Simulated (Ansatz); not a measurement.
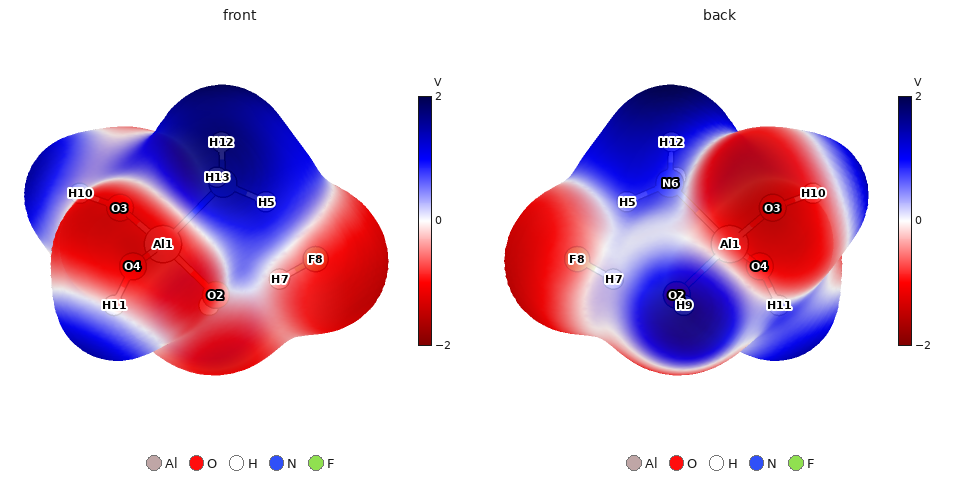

AlH6NO3···HF. The electrostatic potential painted on the density surface at 0.001 e/bohr³, seen from the front and from behind; the colour scale runs from red (negative) to blue (positive).

All numbers below come from RKS B3LYP/cc-pVDZ in Ansatz 0.2.0.

```xyz
13

Al   -0.7117   -0.1410   -0.2743
O    -0.3221   -1.0030    1.2553
O    -0.9327   -1.3052   -1.5574
O    -1.6595    1.3205   -0.1400
H     1.6338    0.5873    0.2972
N     1.0726    0.7534   -0.5624
H     0.9949   -0.5527    1.7954
F     1.8669   -0.1009    1.9169
H    -0.4997   -1.9520    1.2894
H    -1.4976   -1.0937   -2.3089
H    -2.4990    1.3267    0.3331
H     1.5976    0.3973   -1.3641
H     0.9567    1.7633   -0.6804
```

> Which sites attract a positive test charge, and which a negative one?

A positive charge is drawn to the negative regions and a negative charge to the positive ones. The most negative region (about −1.5 V, or −35 kcal/mol for a unit charge) lies over O3 and F8, the most positive (about +1.9 V, or +44 kcal/mol for a unit charge) over H12.
